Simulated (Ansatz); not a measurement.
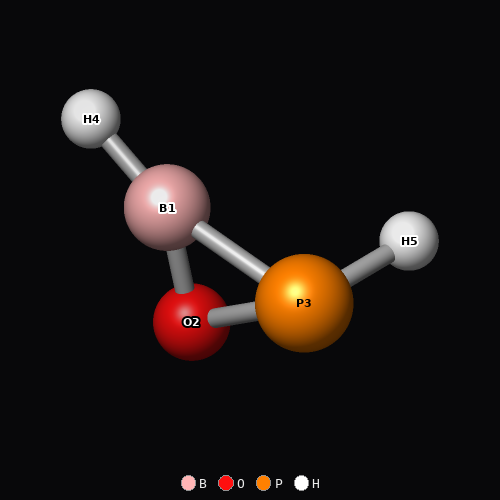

The system is BH₂OP (SMILES B1OP1) with the probe Cl-; the picture shows it without the atoms that are moved over the map. The probe is moved over the plane through the molecule's long axis and the normal of its main plane. Coordinates scanned: (1) x of the probe's Cl atom; (2) z of the probe's Cl atom. Nothing is relaxed (molecule and probe rigid). Grid: 19 × 19 points. At 79 points there is no value (left out of the scan, as a rule where atoms come close). Points are written as (first, second). Energies: kJ/mol, counted from molecule and probe far apart, each relaxed in its own basis (no counterpoise correction). Energies and slopes of some neighbouring points disagree (a jump in structure or state, or too coarse a mesh). Method: RKS PBE0-D4/def2-SVPD in Ansatz 0.2.0.

Range: x of the probe's Cl atom from −4.68 to 4.68 Å; z of the probe's Cl atom from −4.68 to 4.68 Å.

What will the energy surface look like?

The lowest grid point is at (4.16 Å, −0.52 Å) [nearest 1 P at 3.05 Å and 1 H at 3.00 Å], −47.8 kJ/mol from molecule and probe far apart, each relaxed in its own basis (no counterpoise correction). The highest grid point, (−2.08 Å, 1.04 Å) [nearest 1 H at 1.83 Å], lies 400.4 kJ/mol above the lowest.

| z of the probe's Cl atom ↓, x of the probe's Cl atom → | −4.16 | −3.12 | −2.08 | −1.04 | 0.00 | 1.04 | 2.08 | 3.12 | 4.16 |
| --- | --- | --- | --- | --- | --- | --- | --- | --- | --- |
| 4.68 | −3.2 | −5.0 | −7.3 | −9.4 | −10.1 | −8.8 | −6.1 | −3.7 | −2.1 |
| 3.64 | −5.9 | −10.7 | −17.3 | −23.8 | −26.4 | −22.2 | −14.1 | −8.5 | −5.2 |
| 2.60 | −10.4 | −19.1 | −28.6 | −30.6 | −29.2 | −8.1 | 4.1 | −10.4 | −10.7 |
| 1.56 | −14.9 | −16.8 | 86.3 | – | – | – | – | 44.7 | −19.9 |
| 0.52 | −16.8 | 23.1 | – | – | – | – | – | – | −35.3 |
| −0.52 | −17.2 | 21.4 | – | – | – | – | – | – | −47.8 |
| −1.56 | −15.9 | −19.3 | 76.9 | – | – | – | – | 52.1 | −43.1 |
| −2.60 | −12.0 | −21.8 | −33.4 | −33.6 | 31.6 | 261.7 | 100.8 | −36.7 | −33.0 |
| −3.64 | −8.0 | −13.8 | −22.5 | −32.7 | −41.9 | −46.5 | −45.3 | −34.8 | −22.4 |
| −4.68 | −5.5 | −8.3 | −12.4 | −17.5 | −22.7 | −26.1 | −24.8 | −19.7 | −14.1 |

The table holds every second grid line.

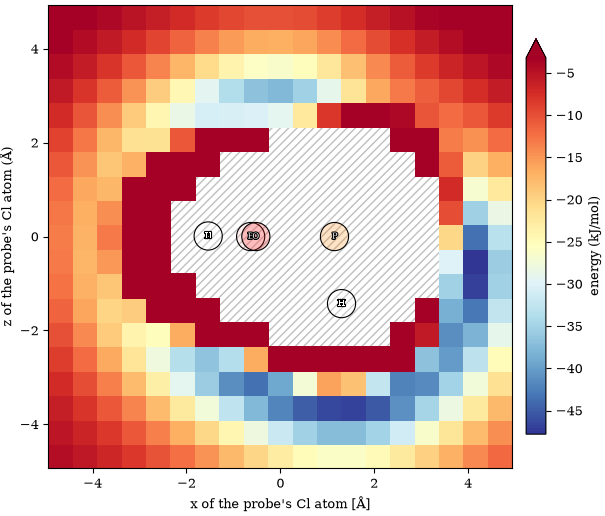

The picture shows one coloured cell a grid point, labelled circles for the molecule's atoms, projected on the plane, one colour for all values above the top of the scale, hatched blanks where no value was computed.

Time for the 282 points that were run: 21 min on 1 thread of Arm Neoverse V2, on a shared host.
